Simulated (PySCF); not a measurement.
# WNOH: relaxation and vibrations of the singlet

Where does singlet WNOH go from a linear start, is the end point a minimum, and what are its modes, charges and moments?

Method: PBE0, basis W def2-TZVP with ECP60, N def2-TZVP, O def2-TZVP, H def2-TZVP, scalar-relativistic core potentials, no spin–orbit coupling, density fitting; program: PySCF 2.14.0.

**1. Where the work starts**

4 atoms, charge 0, spin multiplicity 1.

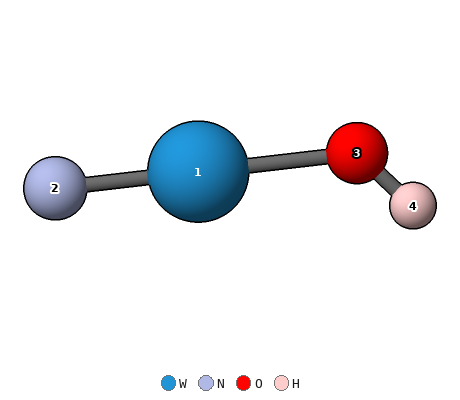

As it starts; tungsten blue, nitrogen light blue, oxygen red, hydrogen pink; atoms are numbered from 1 in the order of the file.

```xyz
4
charge 0 multiplicity 1
W    -0.0034    0.0000    0.0438
N    -0.0034    0.0000    1.8438
O    -0.0034    0.0000   -1.9562
H     0.7320    0.0000   -2.5733
```

**2. Linear start, singlet: relaxation**

One driver script runs all steps and calls PySCF; scf.py shows how it sets up the SCF of each step. The optimiser is the driver's own. Before each start the driver seeks the lowest SCF state from one or more starting densities and follows internal instabilities, so scf.py alone need not reach the same state.

The program finds Cs symmetry in the start, which this walk keeps.

scf.py reads:

```python
from pyscf import gto, scf, dft
mol = gto.M(atom='''
W     -0.003448     0.000000     0.043831
N     -0.003448     0.000000     1.843831
O     -0.003448     0.000000    -1.956169
H      0.731952     0.000000    -2.573269''',
    basis={'W': 'def2-TZVP', 'N': 'def2-TZVP', 'O': 'def2-TZVP', 'H': 'def2-TZVP'},
    ecp={'W': 'def2-TZVP'},
    charge=0, spin=0)
mf = dft.RKS(mol, xc='PBE0')
mf.grids.atom_grid = (50, 194)
aux = {'W': 'def2-universal-JKFIT', 'N': 'def2-universal-JKFIT', 'O': 'def2-universal-JKFIT', 'H': 'def2-universal-JKFIT'}
mf = mf.density_fit(auxbasis=aux)
mf.kernel()
```

Energy and gradient, step by step (not every step is listed):

| step | energy (Eh) | change (kJ/mol) | largest symmetric gradient (Eh/bohr) |
| --- | --- | --- | --- |
| 0 | -197.411378 | 0.00 | 0.12505 |
| 1 | -197.430484 | -50.16 | 0.02693 |
| 2 | -197.433535 | -58.17 | 0.01893 |
| 3 | -197.437364 | -68.23 | 0.03712 |
| 4 | -197.440036 | -75.24 | 0.06197 |
| 5 | -197.444012 | -85.68 | 0.06606 |
| 6 | -197.468257 | -149.34 | 0.05401 |
| 7 | -197.477077 | -172.49 | 0.10472 |
| 8 | -197.495578 | -221.07 | 0.06910 |
| 9 | -197.501810 | -237.43 | 0.02374 |
| 10 | -197.504326 | -244.04 | 0.02176 |
| 12 | -197.504849 | -245.41 | 0.00669 |
| 14 | -197.504908 | -245.57 | 0.00048 |
| 16 | -197.504910 | -245.57 | 0.00063 |
| 18 | -197.504914 | -245.58 | 0.00089 |
| 20 | -197.504921 | -245.60 | 0.00125 |
| 22 | -197.504936 | -245.64 | 0.00177 |
| 24 | -197.504967 | -245.72 | 0.00253 |
| 26 | -197.505033 | -245.89 | 0.00367 |
| 28 | -197.505178 | -246.27 | 0.00534 |
| 30 | -197.505513 | -247.15 | 0.00773 |
| 32 | -197.506296 | -249.21 | 0.01065 |
| 34 | -197.508021 | -253.74 | 0.01220 |
| 36 | -197.510942 | -261.41 | 0.01066 |
| 38 | -197.516156 | -275.10 | 0.02315 |
| 40 | -197.519338 | -283.45 | 0.02295 |
| 41 | -197.520926 | -287.62 | 0.02724 |
| 42 | -197.522635 | -292.11 | 0.01423 |
| 43 | -197.523477 | -294.32 | 0.01790 |
| 44 | -197.523941 | -295.54 | 0.00473 |
| 45 | -197.523982 | -295.64 | 0.00028 |
| 46 | -197.523982 | -295.64 | 0.00003 |

The walk took 99 s on 4 threads, shared host.

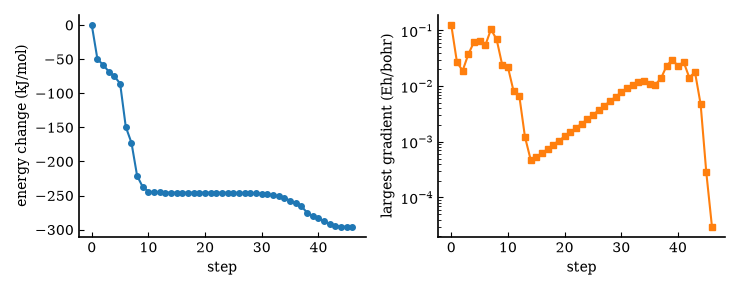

How energy and gradient fall.

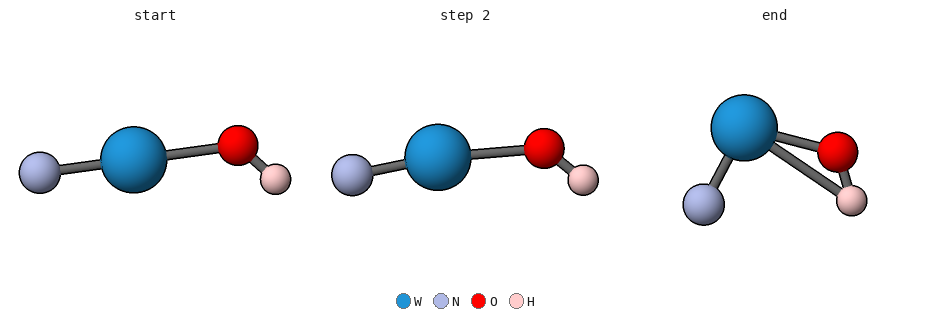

The geometry along the walk, at one scale.

It settles in Cs symmetry, 295.6 kJ/mol below the start, after 46 steps: O–H 0.962 Å, W–N 1.653 Å, W–O 1.835 Å; H–O–W 120.6°, N–W–O 103.2°.

**3. Vibrations and properties at this point**

On the finer grid the gradient is checked again; gradients at displacements of ±0.01 bohr then give force constants and infrared intensities.

scf.py: that of step 2 with these lines changed.

```diff
@@ -3,4 +3,4 @@
-W     -0.003448     0.000000     0.043831
-N     -0.003448     0.000000     1.843831
-O     -0.003448     0.000000    -1.956169
-H      0.731952     0.000000    -2.573269''',
+W     -0.147401     0.000000     0.071834
+N      1.194509     0.000000     1.036966
+O      0.554477     0.000000    -1.623173
+H      1.507109     0.000000    -1.758368''',
@@ -11 +11 @@
-mf.grids.atom_grid = (50, 194)
+mf.grids.atom_grid = (75, 302)
```

This SCF starts from the last density.

SCF at the final geometry:

```text
init E= -197.523973168231
  HOMO = -0.21476221465829  LUMO = -0.109815574122303  gap/eV = 2.85574
cycle= 1 E= -197.523973159464  delta_E= 8.77e-09  |g|= 0.000213  |ddm|= 0.000149
  HOMO = -0.214789287425507  LUMO = -0.109848842879113  gap/eV = 2.85557
cycle= 2 E= -197.523973028928  delta_E= 1.31e-07  |g|= 0.00082  |ddm|= 0.000573
  HOMO = -0.214767815383322  LUMO = -0.10982239416834  gap/eV = 2.85571
cycle= 3 E= -197.523973168862  delta_E= -1.4e-07  |g|= 3.52e-06  |ddm|= 0.000455
  HOMO = -0.214767747928267  LUMO = -0.109822351016004  gap/eV = 2.85571
cycle= 4 E= -197.523973168864  delta_E= -2.22e-12  |g|= 2.3e-07  |ddm|= 1.87e-06
  HOMO = -0.214767780569911  LUMO = -0.109822387152336  gap/eV = 2.85571
Extra cycle  E= -197.523973168863  delta_E= 8.53e-13  |g|= 4.15e-07  |ddm|= 4.8e-07
converged SCF energy = -197.523973168863
```

The whole step took 47 s.

Geometry: Cs; O–H 0.962 Å, W–N 1.653 Å, W–O 1.835 Å; H–O–W 120.6°, N–W–O 103.2°.

Harmonic modes (main isotopes):

```tsv
symmetry	ω (cm⁻¹)	IR (km/mol)
a'	323	18.9
a''	574	96.3
a'	759	226
a'	798	10.7
a'	1179	68.6
a'	3873	238
```

No imaginary mode, so this is a minimum.

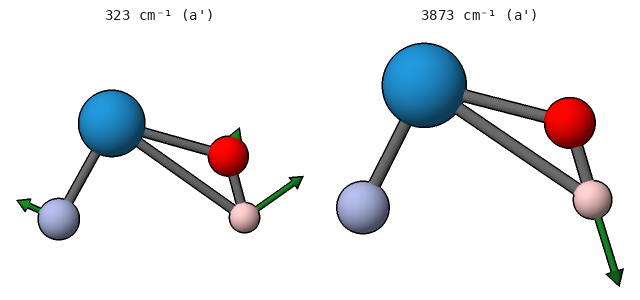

Displacements of 2 of the modes, as arrows (one member where a mode is degenerate).

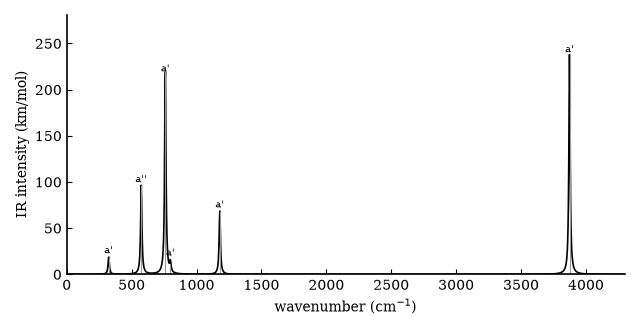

The harmonic infrared spectrum (widths in cm⁻¹). Lines are broadened to a width of 12 cm⁻¹ (Lorentzian).

Constants and moments:

```
Dipole moment                                                   : 2.02 D
Highest occupied level                                          : -5.84 eV
Lowest empty level                                              : -2.99 eV
Rotational constants                                            : 0.5422, 0.2747, 0.1823 cm⁻¹
Zero-point energy                                               : 44.9 kJ/mol
Principal polarisabilities                                      : 61.3, 69.1, 71.9 bohr³
Atomisation energy without zero-point energy                    : 1445 kJ/mol
Principal traceless quadrupole moments about the centre of mass : -8.14, -3.99, 12.13 D Å
Entropy at 298.15 K and 1 bar                                   : 284.1 J/(mol K)
Heat capacity Cp at 298.15 K                                    : 51.3 J/(mol K)
Enthalpy at 298.15 K above 0 K                                  : 11.90 kJ/mol
Rotational symmetry number                                      : 1
```

Populations by atom (charges in e):

```tsv
atom	Mulliken	Löwdin	polar tensor	Mayer order to W1
W1	0.55	0.37	0.97	–
N2	-0.38	-0.33	-0.57	3.01
O3	-0.54	-0.22	-0.74	1.29
H4	0.37	0.18	0.35	0.02
```

Outer orbital energies (eV). occupied: -19.93, -15.52, -11.87, -11.24, -9.08, -9.06, -8.67, -5.84; empty: -2.99, -2.78, -1.02, -0.27.

Mulliken populations on W1 (outside its core potential): s 3.29, p 6.24, d 3.85, f 0.08.

**4. Would spin polarisation lower it?**

At the lowest minimum the closed shell is tested against spin polarisation, on the (50, 194) grid. It is unstable: an open-shell solution lies lower. That solution was not followed to a minimum here.

**5. Outcome**

| quantity | value |
| --- | --- |
| minimum | singlet, Cs (closed shell, unstable towards spin polarisation) |
| geometry | O–H 0.962 Å, W–N 1.653 Å, W–O 1.835 Å; H–O–W 120.6°, N–W–O 103.2° |
| wavenumbers (cm⁻¹) | 323 (a'), 574 (a''), 759 (a'), 798 (a'), 1179 (a'), 3873 (a') |
| dipole moment | 2.02 D |
| highest occupied, lowest empty level | -5.84, -2.99 eV |
| polar-tensor charge of W1 | +0.97 e |
| zero-point energy | 44.9 kJ/mol |

In words: The linear start keeps its Cs symmetry and ends in a minimum. In the infrared the band at 3873 cm⁻¹ (a') leads. Other starts or spin states, not run here, may lie lower. A stability analysis at the minimum finds the closed shell unstable towards spin polarisation: an open-shell solution lies lower, and these values are not those of the lowest state. With an element this heavy the missing spin–orbit coupling can shift these numbers.

The search up to here took 2.8 min.
